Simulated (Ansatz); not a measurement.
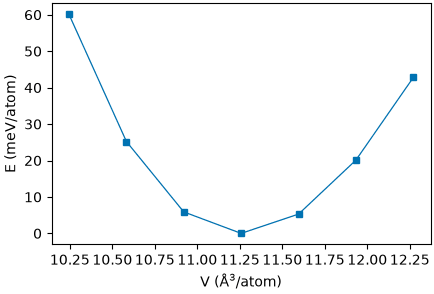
CaIrO$_{3}$ in space group Cmcm (No. 63; Ca on 4c, Ir on 4a, O on 4c, O on 8f) under volume change, DFT-r²SCAN in the program Ansatz with PAW potentials, shape and atoms relaxed at each volume.

Problem. What does a third-order Birch–Murnaghan fit give for V₀, B₀ and B′?

Solution. V₀ = 11.26 Å³/atom, B₀ = 177 GPa, B′ = 4.6.

The workflow started from an entry of the Crystallography Open Database (COD, 298 K). Whether it is the stable phase at ambient conditions was not checked. The cell was relaxed with r²SCAN under the symmetry of its start; its stability against distortions is not shown here. No spin polarisation was allowed. Spin–orbit coupling is left out wherever it is not named.

Potentials: the later of the program's two PAW sets.
